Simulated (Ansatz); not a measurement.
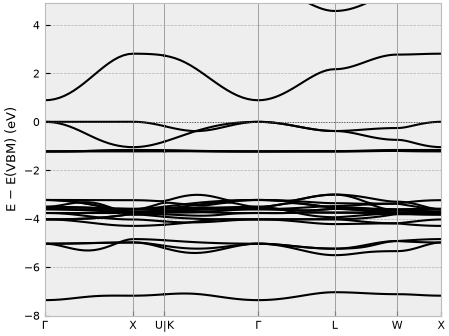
Figure. Band structure from the program Ansatz at the r²SCAN level (PAW)

Q: Read off the gap and where the band edges lie.

A: About 0.9 eV (0.89 eV by a search for the band edges); maximum at X, minimum at Γ.

Q: Which of these materials gives this?
A) MgSe, rock salt
B) Rb2TlAgF6, Fm-3m (Rb on 8c, Tl on 4a, Ag on 4b, F on 24e)
C) CuI, zinc blende

A: B, Rb2TlAgF6, Fm-3m (Rb on 8c, Tl on 4a, Ag on 4b, F on 24e)

The first step of the workflow began from a Materials Project structure, measured or hypothetical; the Crystallography Open Database copy checked does not list it. Its standing as an ambient phase is unchecked. The cell was relaxed with r²SCAN under the symmetry of its start; whether a distortion lowers the energy is not shown. No spin polarisation was allowed. Scalar-relativistic: spin–orbit coupling is off unless named, which matters more the heavier the elements.

Potentials: the later of the program's two PAW sets.
